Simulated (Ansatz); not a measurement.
The starting structures come from a database of crystals and need not be the phases stable at ambient conditions.

 Where the default PAW files enter, the runs use the earlier of Ansatz's two default sets.

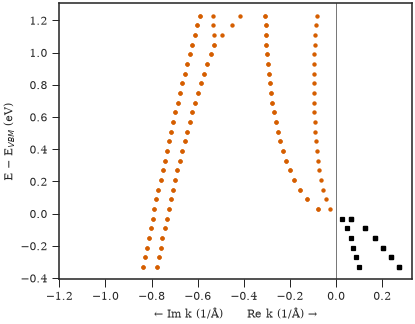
Figure. Complex bands at the centre of the two-dimensional zone; PBEsol (Ansatz, a first-principles code)

The gap is the functional's own, uncorrected, and κ follows it; spin-orbit coupling is left out. Mid-gap values are interpolated between the computed energies.

This is Sr(MgSb)₂ (P-3m1, not sure to be the ambient phase, 5 atoms a cell, 30.4 Å³ an atom) along the normal of (001). Read off the slowest decay at the centre of the two-dimensional zone at 0.45 eV, the computed energy nearest the middle of the gap.

κ ≈ 0.09 1/Å, a decay length 1/(2κ) of the density of 5.7 Å.
